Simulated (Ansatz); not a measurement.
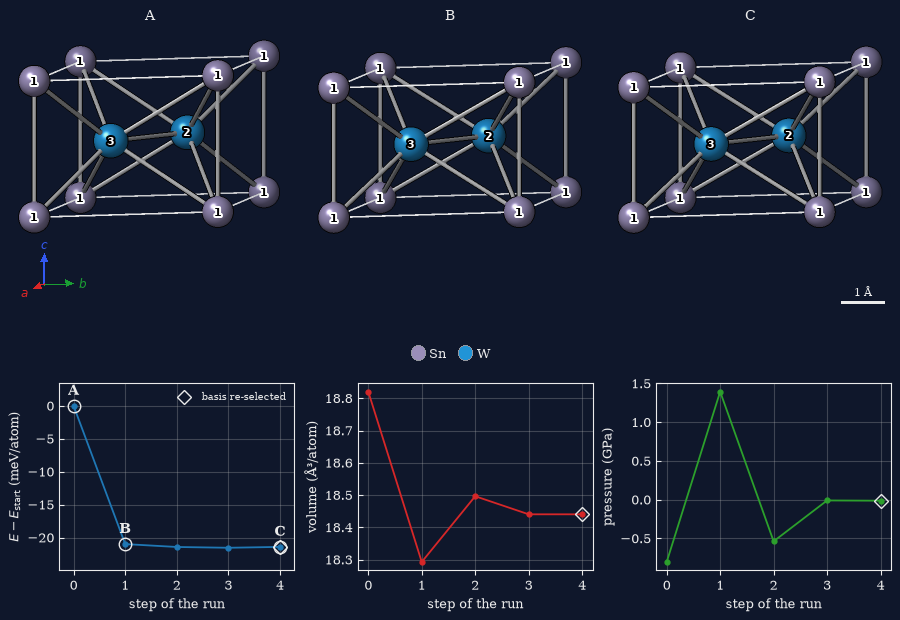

Frames of a relaxation of crystalline SnW₂ (a generated structure, set up in P6/mmm) (coarse preliminary run), marked on the history of the run. Style: ball-and-stick. Shown: the cell of the calculation, slightly off an axis.

Theory: Ansatz, DFT PBE, scalar-relativistic, plane waves, PAW.

The input:
```yaml
crystal:
  lattice:
    - [4.49489715, 0.0, 0.0]
    - [-2.247448575, 3.8926951193, 0.0]
    - [0.0, 0.0, 3.2268656378]
  atoms:
    - { symbol: Sn, position: [0.0, 0.0, 0.0] }
    - { symbol: W, position: [0.3333333333, 0.6666666667, 0.5] }
    - { symbol: W, position: [0.6666666667, 0.3333333333, 0.5] }
basis:
  ecutwfc: 420
kpoints:
  mp_grid: { grid: [6, 6, 6] }
hamiltonian:
  xc: pbe
scf:
  occupations: { method: gaussian, width: 0.1 }
  lower_state_search: "off"
output:
  forces: true
  stress: true
  eigenvalues: true
relax:
  adjacent_minimum: "off"
  f_tol: 0.04
  max_steps: 70
  cell: { stress_tol: 0.4 }
```

Command:
```bash
ansatz run input.yaml --threads 1 --pin off --max-ram 2560MiB --backend cpu --events-out ev --progress --plain --runs-dir out
```

> Describe the path.

The atoms keep their places relative to the cell (all moves are under 0.005 Å). Cell: a = b 4.495 → 4.553 Å (+1.3 %), c 3.227 → 3.082 Å (−4.5 %). Volume −2.0 %. Near-neighbour distances that change, for instance: Sn1–Sn1 3.227 → 3.082 Å, W2–W2 3.227 → 3.082 Å, W2–W3 2.595 → 2.629 Å, Sn1–W2 3.056 → 3.047 Å. The space group stays P6/mmm (No. 191). The energy falls by 21.4 meV per atom in 3 accepted moves (4 points after the start). All forces vanish by symmetry, so only the cell relaxes. Pressure: −0.80 GPa at the start and −0.01 GPa at the end. The SCF was repeated once at an unchanged geometry on a basis and grid sized afresh for the cell, which shifted the energy by 0.1 meV per atom at most. From step 0 to 1: volume −2.8 %, energy −21.0 meV per atom. From step 1 to 4: volume +0.8 %, energy −0.4 meV per atom.
